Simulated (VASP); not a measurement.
# Lattice of BaZrO3 across functionals and dispersion corrections

Which functional gives the lattice of BaZrO3 as experiment finds it, and is a dearer one worth its cost? The levels: PBE, LDA, r2SCAN and PBE + D3(BJ). The start is a cell from a database of measured crystal structures.

Method: PBE; plane waves and PAW (Ba_sv, Zr_sv, O), in the first sound run; inputs show where later runs differ, in VASP 6.6.1.

The experiments to compare with:

For BaZrO3, cubic perovskite (undoped submicron crystals from molten salt synthesis), “Excitation-Dependent Photoluminescence of BaZrO3:Eu3+ Crystals” (2022, pmc:9457899) gives, by XRD Rietveld refinement: lattice constant a (a, undoped) 4.1947 ± 0.0002 Å [submicron molten-salt powder; measurement temperature not stated].

## 1. Set-up

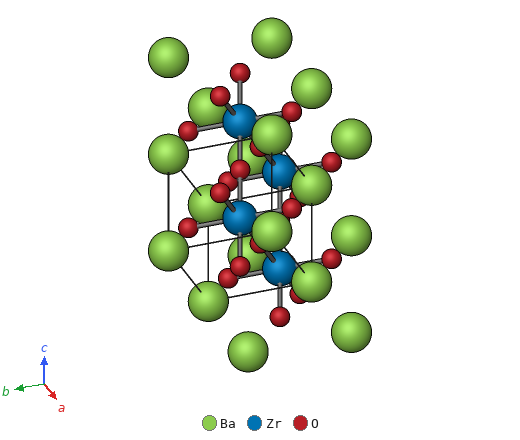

The cell as given, from a free direction (barium green, zirconium blue, oxygen red). 2×1×2 cells are drawn. Some periodic images of atoms are drawn too.

As a file:

```xyz
5
Lattice="4.1913 0.0000 0.0000 0.0000 4.1913 0.0000 0.0000 0.0000 4.1913" Properties=species:S:1:pos:R:3 pbc="T T T"
Ba    0.0000    0.0000    0.0000
Zr    2.0957    2.0957    2.0957
O     0.0000    2.0957    2.0957
O     2.0957    0.0000    2.0957
O     2.0957    2.0957    0.0000
```

## 2. Relaxation with PBE

The start need not lie at this functional's minimum. ISIF = 3 frees volume, shape and positions, and EDIFFG sets the threshold on forces and stress at which the search stops. PBE, the usual starting point, adds the gradient of the density.

The input, INCAR:

```
SYSTEM = BaZrO3
PREC = Accurate
ENCUT = 560
EDIFF = 1E-06
NELM = 100
ISMEAR = -1
SIGMA = 0.05
LREAL = .FALSE.
ALGO = Normal
GGA = PE
NBANDS = 26
LASPH = .TRUE.
LORBIT = 11
LWAVE = .FALSE.
LCHARG = .FALSE.
KPAR = 2
IBRION = 2
NSW = 60
ISIF = 3
EDIFFG = -0.01
```

The input, POSCAR:

```
BaZrO3
1.0
    4.1913400000      0.0000000000      0.0000000000
    0.0000000000      4.1913400000      0.0000000000
    0.0000000000      0.0000000000      4.1913400000
Ba Zr O
1 1 3
Direct
    0.0000000000      0.0000000000      0.0000000000
    0.5000000000      0.5000000000      0.5000000000
    0.0000000000      0.5000000000      0.5000000000
    0.5000000000      0.0000000000      0.5000000000
    0.5000000000      0.5000000000      0.0000000000
```

The input, KPOINTS:

```
Automatic mesh
0
Gamma
5 5 5
0 0 0
```

Potentials, in the order of the species: Ba_sv, Zr_sv and O (PBE family, release 64).

Started as:

```sh
> mpirun -np 2 vasp_std
```

Log:

```text
[banner, memory and clock lines left out]
running    2 mpi-ranks, on    1 nodes
 distrk:  each k-point on    1 cores,    2 groups
 distr:  one band on    1 cores,    1 groups

 POSCAR found type information on POSCAR BaZrO
 POSCAR found :  3 types and       5 ions
 LDA part: xc-table for (Slater+PW92), standard interpolation
 POSCAR, INCAR and KPOINTS ok, starting setup
 FFT: planning ... GRIDC
 FFT: planning ... GRID_SOFT
 FFT: planning ... GRID
 WAVECAR not read
 entering main loop
       N       E                     dE             d eps       ncg     rms          rms(c)
DAV:   1     0.324485845939E+03    0.32449E+03   -0.22953E+04   520   0.160E+03
DAV:   2    -0.278776311023E+02   -0.35236E+03   -0.34307E+03   648   0.380E+02
DAV:   3    -0.485541501348E+02   -0.20677E+02   -0.20605E+02   792   0.882E+01
DAV:   4    -0.492478517173E+02   -0.69370E+00   -0.69296E+00   734   0.122E+01
DAV:   5    -0.492593170405E+02   -0.11465E-01   -0.11464E-01   716   0.127E+00    0.289E+01
DAV:   6    -0.417564576769E+02    0.75029E+01   -0.41575E+01   594   0.413E+01    0.128E+01
DAV:   7    -0.417039816800E+02    0.52476E-01   -0.29881E+00   716   0.991E+00    0.783E+00
DAV:   8    -0.416887830257E+02    0.15199E-01   -0.33703E-01   646   0.459E+00    0.693E-01
DAV:   9    -0.416857696683E+02    0.30134E-02   -0.54231E-02   724   0.139E+00    0.504E-01
DAV:  10    -0.416876636968E+02   -0.18940E-02   -0.15117E-02   710   0.108E+00    0.253E-01
DAV:  11    -0.416872844899E+02    0.37921E-03   -0.20523E-03   680   0.390E-01    0.376E-02
DAV:  12    -0.416873403693E+02   -0.55879E-04   -0.17496E-04   630   0.984E-02    0.322E-02
DAV:  13    -0.416873402692E+02    0.10012E-06   -0.24050E-05   780   0.301E-02    0.543E-03
DAV:  14    -0.416873404638E+02   -0.19463E-06   -0.17487E-06   514   0.106E-02
   1 F= -.41687340E+02 E0= -.41687340E+02  d E =-.416873E+02
 curvature:   0.00 expect dE= 0.000E+00 dE for cont linesearch  0.000E+00
 trial: gam= 0.00000 g(F)=  0.000E+00 g(S)=  0.155E+00 ort = 0.000E+00 (trialstep = 0.100E+01)
 search vector abs. value=  0.155E+00
 bond charge predicted
       N       E                     dE             d eps       ncg     rms          rms(c)
DAV:   1    -0.427086535008E+02   -0.10213E+01   -0.32052E+01   552   0.451E+01    0.101E+01
DAV:   2    -0.418777098630E+02    0.83094E+00   -0.40502E+00   600   0.122E+01    0.392E+00
DAV:   3    -0.416907181569E+02    0.18699E+00   -0.53775E-01   656   0.520E+00    0.116E+00
DAV:   4    -0.416722968289E+02    0.18421E-01   -0.22623E-01   796   0.244E+00    0.827E-01
DAV:   5    -0.416772981824E+02   -0.50014E-02   -0.83525E-03   742   0.533E-01    0.468E-01
DAV:   6    -0.416819645265E+02   -0.46663E-02   -0.11530E-02   838   0.583E-01    0.690E-02
DAV:   7    -0.416820911883E+02   -0.12666E-03   -0.87181E-04   690   0.166E-01    0.558E-02
DAV:   8    -0.416821422251E+02   -0.51037E-04   -0.20010E-04   670   0.911E-02    0.757E-03
DAV:   9    -0.416821426194E+02   -0.39430E-06   -0.11876E-05   750   0.187E-02    0.444E-03
DAV:  10    -0.416821426587E+02   -0.39327E-07   -0.28603E-06   470   0.127E-02
   2 F= -.41682143E+02 E0= -.41682143E+02  d E =0.519781E-02
 trial-energy change:    0.005198  1 .order    0.001188   -0.155157    0.157534
 step:   0.4770(harm=  0.4962)  dis= 0.00000  next Energy=   -41.723911 (dE=-0.366E-01)
 bond charge predicted
       N       E                     dE             d eps       ncg     rms          rms(c)
DAV:   1    -0.420158727355E+02   -0.33373E+00   -0.89486E+00   538   0.237E+01    0.545E+00
DAV:   2    -0.417715458785E+02    0.24433E+00   -0.10766E+00   558   0.642E+00    0.195E+00
DAV:   3    -0.417240688191E+02    0.47477E-01   -0.14141E-01   658   0.281E+00    0.521E-01
DAV:   4    -0.417207400205E+02    0.33288E-02   -0.41161E-02   858   0.101E+00    0.433E-01
DAV:   5    -0.417222975511E+02   -0.15575E-02   -0.16570E-03   760   0.248E-01    0.207E-01
DAV:   6    -0.417233693583E+02   -0.10718E-02   -0.25920E-03   760   0.242E-01    0.460E-02
DAV:   7    -0.417234321203E+02   -0.62762E-04   -0.94562E-05   700   0.586E-02    0.192E-02
DAV:   8    -0.417234481417E+02   -0.16021E-04   -0.29300E-05   650   0.339E-02    0.338E-03
DAV:   9    -0.417234481498E+02   -0.81791E-08   -0.11405E-06   398   0.651E-03
   3 F= -.41723448E+02 E0= -.41723448E+02  d E =-.361077E-01
 curvature:  -0.25 expect dE=-0.458E-06 dE for cont linesearch -0.458E-06
 trial: gam= 0.00000 g(F)=  0.233E-64 g(S)=  0.185E-05 ort =-0.536E-03 (trialstep = 0.895E+00)
 search vector abs. value=  0.185E-05
 reached required accuracy - stopping structural energy minimisation
```

Wall time 21 s (2 MPI ranks of Intel Xeon Platinum 8488C (Sapphire Rapids), shared host); peak memory 0.38 GiB; 40 s of CPU time.

The logs omit lines about the potential files and the build; timing stands in the text.

OUTCAR, selected parts (step 2):

```text
ion  position               nearest neighbor table
   1  0.000  0.000  0.000-   3 2.96   4 2.96   5 2.96   3 2.96   4 2.96   3 2.96   5 2.96   3 2.96
                             4 2.96   5 2.96   4 2.96   5 2.96   2 3.63   2 3.63   2 3.63   2 3.63
   2  0.500  0.500  0.500-   3 2.10   4 2.10   5 2.10   5 2.10   4 2.10   3 2.10   1 3.63   1 3.63
                             1 3.63   1 3.63   1 3.63   1 3.63   1 3.63   1 3.63
   3  0.000  0.500  0.500-   2 2.10   2 2.10   1 2.96   1 2.96   1 2.96   1 2.96
   4  0.500  0.000  0.500-   2 2.10   2 2.10   1 2.96   1 2.96   1 2.96   1 2.96
   5  0.500  0.500  0.000-   2 2.10   2 2.10   1 2.96   1 2.96   1 2.96   1 2.96

  LATTYP: Found a simple cubic cell.
 ALAT       =     4.1913400000

 Subroutine GETGRP returns: Found 48 space group operations
 (whereof 48 operations were pure point group operations)

The static configuration has the point symmetry O_h .

 Found     10 irreducible k-points:

   k-points           NKPTS =     10   k-points in BZ     NKDIM =     10   number of bands    NBANDS=     26

   dimension x,y,z NGX =    32 NGY =   32 NGZ =   32
   dimension x,y,z NGXF=    64 NGYF=   64 NGZF=   64

   ENCUT  =  560.0 eV  41.16 Ry    6.42 a.u.   8.09  8.09  8.09*2*pi/ulx,y,z

   NELECT =      40.0000    total number of electrons

 k-points in reciprocal lattice and weights: Automatic mesh
   0.00000000  0.00000000  0.00000000       0.008
   0.20000000  0.00000000  0.00000000       0.048
   0.40000000  0.00000000  0.00000000       0.048
   0.20000000  0.20000000  0.00000000       0.096
   0.40000000  0.20000000  0.00000000       0.192
   0.40000000  0.40000000  0.00000000       0.096
   0.20000000  0.20000000  0.20000000       0.064
   0.40000000  0.20000000  0.20000000       0.192
   0.40000000  0.40000000  0.20000000       0.192
   0.40000000  0.40000000  0.40000000       0.064

 average (electrostatic) potential at core
       1 -33.9300       2 -78.5981       3 -69.5654       4 -69.5654       5 -69.5654

 E-fermi :   4.7319

 k-point     1 :       0.0000    0.0000    0.0000
  band No.  band energies     occupation
    ...
     16       2.6254      2.00000
     17       2.6254      2.00000
     18       3.3080      2.00000
     19       3.3080      2.00000
     20       3.3080      2.00000
     21       6.6828      0.00000
     22       6.6828      0.00000
     23       6.6828      0.00000
     24       8.1781      0.00000
     25       8.1781      0.00000
    ...

 k-point     2 :       0.2000    0.0000    0.0000
  band No.  band energies     occupation
    ...
     16       2.3050      2.00000
     17       2.3714      2.00000
     18       2.5244      2.00000
     19       3.1942      2.00000
     20       3.1942      2.00000
     21       6.8102      0.00000
     22       7.4767      0.00000
     23       7.4767      0.00000
     24       8.7460      0.00000
     25       8.7800      0.00000
    ...

 k-point     3 :       0.4000    0.0000    0.0000
  band No.  band energies     occupation
    ...
     16       1.9282      2.00000
     17       1.9282      2.00000
     18       2.0209      2.00000
     19       3.0834      2.00000
     20       3.0834      2.00000
     21       7.0512      0.00000
     22       8.8050      0.00000
     23       8.8050      0.00000
     24       9.7012      0.00000
     25       9.8782      0.00000
    ...

  Total       -0.0079958     -0.0079958     -0.0079958     -0.0000000     -0.0000000      0.0000000
  in kB       -0.1685395     -0.1685395     -0.1685395     -0.0000000     -0.0000000      0.0000000
  external PRESSURE =      -0.1685395 kB  Pullay stress =       0.0000000 kB

  energy-cutoff  :      560.00
  volume of cell :       76.01
      direct lattice vectors                 reciprocal lattice vectors
     4.236001494 -0.000000000 -0.000000000     0.236071683  0.000000000 -0.000000000
     0.000000000  4.236001494  0.000000000     0.000000000  0.236071683 -0.000000000
     0.000000000  0.000000000  4.236001494     0.000000000 -0.000000000  0.236071683

 POSITION                                       TOTAL-FORCE (eV/Angst)
 -----------------------------------------------------------------------------------
      0.00000      0.00000      0.00000        -0.000000      0.000000      0.000000
      2.11800      2.11800      2.11800         0.000000      0.000000      0.000000
      0.00000      2.11800      2.11800         0.000000      0.000000      0.000000
      2.11800      0.00000      2.11800         0.000000     -0.000000      0.000000
      2.11800      2.11800     -0.00000        -0.000000      0.000000      0.000000
 -----------------------------------------------------------------------------------
    total drift:                                0.000000     -0.000000     -0.000000

  FREE ENERGIE OF THE ION-ELECTRON SYSTEM (eV)
  ---------------------------------------------------
  free  energy   TOTEN  =       -41.7234481498 eV

  energy  without entropy=      -41.7234481498  energy(sigma->0) =      -41.72344815

 reached required accuracy - stopping structural energy minimisation

 total charge
# of ion       s       p       d       tot
------------------------------------------
    1        2.000   5.631   0.254   7.885
    2        2.192   6.075   1.389   9.656
    3        1.558   3.472   0.000   5.030
    4        1.558   3.472   0.000   5.030
    5        1.558   3.472   0.000   5.030
--------------------------------------------------
tot          8.866  22.122   1.643  32.631

[... 3 further parts left out ...]
```

CONTCAR:

```
BaZrO3
   1.00000000000000
     4.2360014935566053   -0.0000000000000000   -0.0000000000000000
     0.0000000000000000    4.2360014935566053    0.0000000000000000
     0.0000000000000000    0.0000000000000000    4.2360014935566053
  Ba              Zr              O
     1     1     3
Direct
     0.0000000000000000    0.0000000000000000    0.0000000000000000
     0.5000000000000000    0.5000000000000000    0.5000000000000000
     0.0000000000000000    0.5000000000000000    0.5000000000000000
     0.5000000000000000    0.0000000000000000    0.5000000000000000
     0.5000000000000000    0.5000000000000000    0.0000000000000000
```

The gap is read on the k-mesh alone, so it is an upper bound where the band edges lie off the mesh. Harder data sets than Ba_sv exist (the GW ones), and pressures, volumes and forces can shift noticeably with them. The run keeps the 48 symmetry operations of its start, so it cannot find a distortion of lower symmetry.

Step by step:

| step | energy less that of the first step (eV) | largest force (eV/Å) | pressure (GPa) | volume (Å³) |
| --- | --- | --- | --- | --- |
| 1 | 0.0000 | 0.0000 | 5.04 | 73.63 |
| 2 | 0.0052 | 0.0000 | -4.79 | 78.68 |
| 3 | -0.0361 | 0.0000 | -0.02 | 76.01 |

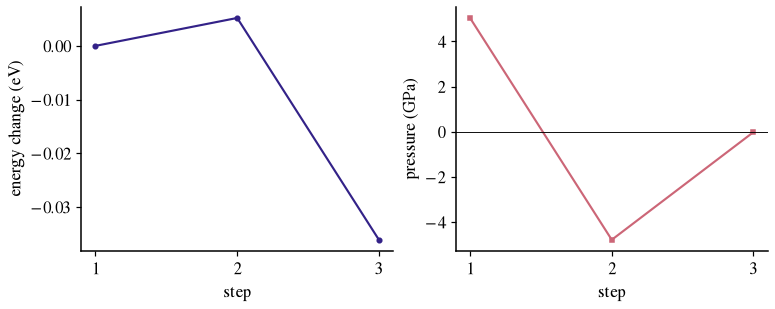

Energy and pressure along the relaxation.

| conventional cell, symmetrised | before | after | change |
| --- | --- | --- | --- |
| a (Å) | 4.191 | 4.236 | +1.1 % |
| b (Å) | 4.191 | 4.236 | +1.1 % |
| c (Å) | 4.191 | 4.236 | +1.1 % |
| volume (Å³/atom) | 14.73 | 15.20 | +3.2 % |

The relaxed structure:

```
Ba Zr O
1.0
     4.23600    0.00000    0.00000
     0.00000    4.23600    0.00000
     0.00000    0.00000    4.23600
Ba Zr O
1 1 3
Direct
  0.00000 0.00000 0.00000
  0.50000 0.50000 0.50000
  0.00000 0.50000 0.50000
  0.50000 0.00000 0.50000
  0.50000 0.50000 0.00000
```

A gap read on the k-mesh alone can miss the band edges.

Numbers from this step:

```yaml
electrons: 40
bands: 26
irreducible_k_points: 10
symmetry_operations: 48
free_energy_toten: -41.72 eV
fermi_energy: 4.732 eV
pressure: -0.01685 GPa
metallic: no
valence_top_at_k: 0.4, 0.4, 0.4
conduction_bottom_at_k: 0, 0, 0
least_direct_gap_at_k: 0, 0, 0
scf_cycles_over_all_ionic_steps: 33
gap_on_the_k_mesh: 3.217 eV
least_direct_gap_on_the_k_mesh: 3.375 eV
```

It ends with forces that vanish by symmetry and a pressure of -0.02 GPa. The volume lies +3.2 % from that of the database's start. The conventional cell has a = 4.236 Å.

(Continued in part 2 of 3.)

[Lines on the potential files, build, host, timing and source positions are cut from VASP's logs without a mark.]

[Logs are printed without paths, hosts, clocks, repeated set-up lines and the standing remarks that a program may print on its own settings, such as how far it seeks lower states.]

[Hosts, paths, dates, database ids (printed as entryN), source tags and the programs' standing remarks are cut or masked in the printed files.]

[A measured line is paired with the nearest computed mode of its activity, which favours agreement.]
